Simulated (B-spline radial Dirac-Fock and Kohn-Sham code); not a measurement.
I⁺ in the configuration [Kr] 4d10 5s2 5p4, inside a Watson sphere of charge −1 and radius 1.8 Å that stands in for a crystal. The calculation used Dirac–Fock ΔSCF energies in intermediate coupling of the two holes, Coulomb rates, valence shells as spectators (a radial B-spline solver).

Predict the main features of the following plot. The Auger multiplet of an L2 hole with both final holes in M23, lines labelled by the leading pair of holes and J, as sticks. Kinetic energies count from the vacuum level; very weak lines are left out. Lines are named by their largest jj component, which in light atoms can differ from the customary names.

The strongest line is L2-M2M3 J=2 at 2.9826 keV (52 % of the multiplet), followed by L2-M2M2 J=0 at 2.9225 keV (24 %), L2-M2M3 J=1 at 2.9893 keV (24 %), L2-M3M3 J=2 at 3.0439 keV (0.44 %). The lines shown span 2.922 keV to 3.044 keV.

Here it is:

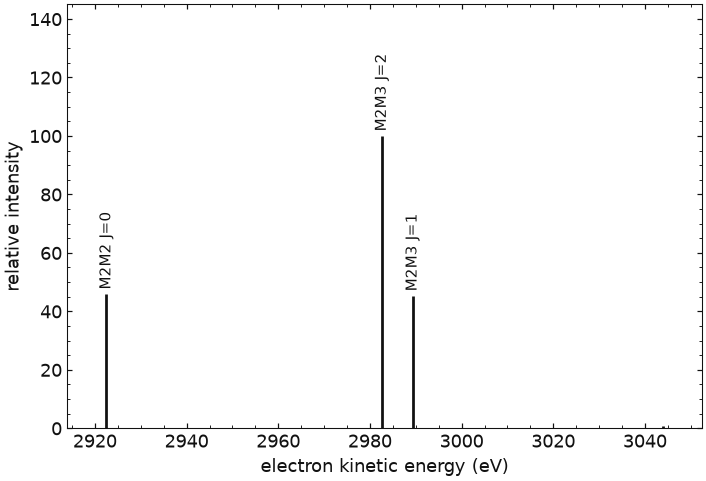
